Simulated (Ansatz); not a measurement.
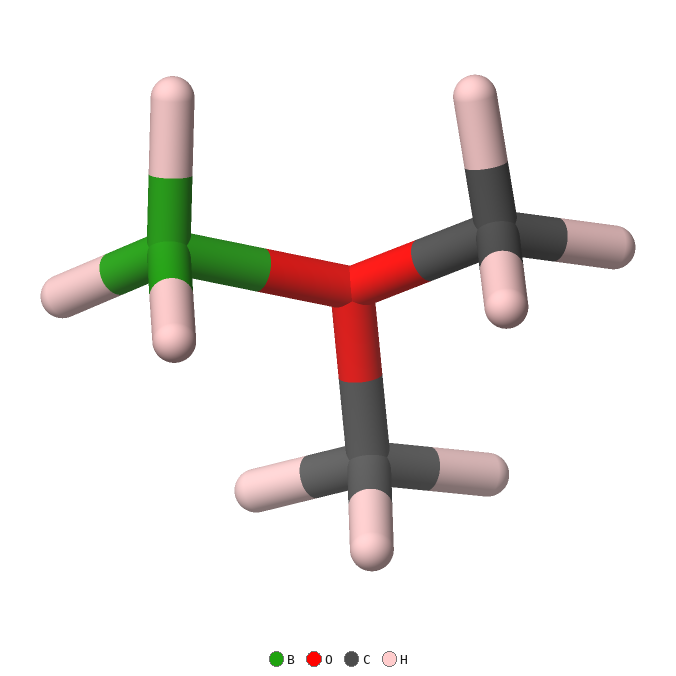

The picture shows the input geometry.

The calculation was set up as follows.

```yaml
crystal:
  periodic: [false, false, false]
  atoms:
    - {symbol: B, position_ang: [-0.557129, 1.108033, -0.872179]}
    - {symbol: O, position_ang: [-0.368818, -0.077657, 0.231220]}
    - {symbol: C, position_ang: [0.571805, 0.257323, 1.250016]}
    - {symbol: C, position_ang: [-0.103359, -1.348392, -0.360127]}
    - {symbol: H, position_ang: [-1.434633, 0.689846, -1.587671]}
    - {symbol: H, position_ang: [-0.856033, 2.068426, -0.204998]}
    - {symbol: H, position_ang: [0.530831, 1.188378, -1.407569]}
    - {symbol: H, position_ang: [0.249801, 1.205310, 1.671642]}
    - {symbol: H, position_ang: [1.568588, 0.363331, 0.813148]}
    - {symbol: H, position_ang: [0.562732, -0.526991, 2.008594]}
    - {symbol: H, position_ang: [-0.901802, -1.532920, -1.073269]}
    - {symbol: H, position_ang: [-0.101135, -2.107433, 0.423786]}
    - {symbol: H, position_ang: [0.859551, -1.321952, -0.877596]}
basis:
  gaussian: {orbitals: STO-3G}
hamiltonian: {xc: {name: B97}, pseudopotentials: {relativity: scalar}}
output: {forces: true}
```

Command:

```sh
ansatz run in.yaml --threads 4 --pin off --events-out ev --progress --plain --max-ram 10444MiB
```

What the program printed:

```
Functional definition: B97
  name "B97"
  cite "Becke, J. Chem. Phys. 107, 8554 (1997) doi:10.1063/1.475007"
  parameter cx = 0.1943
  parameter cx0 = 0.8094
  parameter cx1 = 0.5073
  parameter cx2 = 0.7481
  parameter css0 = 0.1737
  parameter css1 = 2.3487
  parameter css2 = -2.4868
  parameter cos0 = 0.9454
  parameter cos1 = 0.7471
  parameter cos2 = -4.5961
  exchange = spin_sum(e_x_unif_s*poly(b97_u_x, cx0, cx1, cx2)) + cx*exact_x
  correlation = spin_sum(e_c_pw_same_spin*poly(b97_u_same, css0, css1, css2))
      + integral(e_c_pw_opposite_spin*poly(b97_u_opposite, cos0, cos1, cos2))
410 factors; integrals over basis functions are off by at most 3.9e-5 eV
mean field evaluation 1: about -4881.3413 eV, gradient 1.7e1 eV
mean field evaluation 2: about -4881.8007 eV, gradient 1.3e1 eV
mean field evaluation 4: about -4882.3092 eV, gradient 7.9e-1 eV
mean field evaluation 8: about -4882.2403 eV, gradient 1.2e-2 eV
mean field -4882.24029329 eV, -179.4190214771 hartree, gradient 1.2e-5 eV, S^2 0.000000; 0 other end points of the search recorded, 0 dependent functions left out
the calculation of the forces begins
reference -4882.24030860 eV, -179.4190220395 hartree; 17, 17 occupied and 12, 12 virtual orbitals, 410 factors
Total energy: -4882.24030860 eV, -179.4190220395 hartree
Relativity: scalar
Atom 0 at    -0.557129     1.108033    -0.872179 Å, force    -0.010539     0.491341    -0.485613 eV/Å
Atom 1 at    -0.368818    -0.077657     0.231220 Å, force    -2.213435     1.787187    -0.854035 eV/Å
Atom 2 at     0.571805     0.257323     1.250016 Å, force     0.979918     0.037701     0.821527 eV/Å
Atom 3 at    -0.103359    -1.348392    -0.360127 Å, force     0.489265    -1.129414    -0.348769 eV/Å
Atom 4 at    -1.434633     0.689846    -1.587671 Å, force     0.659358     0.293109     0.564374 eV/Å
Atom 5 at    -0.856033     2.068426    -0.204998 Å, force     0.222553    -0.747971    -0.479764 eV/Å
Atom 6 at     0.530831     1.188378    -1.407569 Å, force    -0.904541    -0.062944     0.441173 eV/Å
Atom 7 at     0.249801     1.205310     1.671642 Å, force    -0.198801     0.715029     0.360079 eV/Å
Atom 8 at     1.568588     0.363331     0.813148 Å, force     0.772870     0.099678    -0.113169 eV/Å
Atom 9 at     0.562732    -0.526991     2.008594 Å, force     0.093353    -0.486384     0.588322 eV/Å
Atom 10 at    -0.901802    -1.532920    -1.073269 Å, force    -0.581498    -0.194750    -0.551782 eV/Å
Atom 11 at    -0.101135    -2.107433     0.423786 Å, force     0.038676    -0.617234     0.457095 eV/Å
Atom 12 at     0.859551    -1.321952    -0.877596 Å, force     0.652822    -0.185348    -0.399438 eV/Å
Dipole moment:     0.399979    -0.781588     0.611686 e Å
```

The run converged.
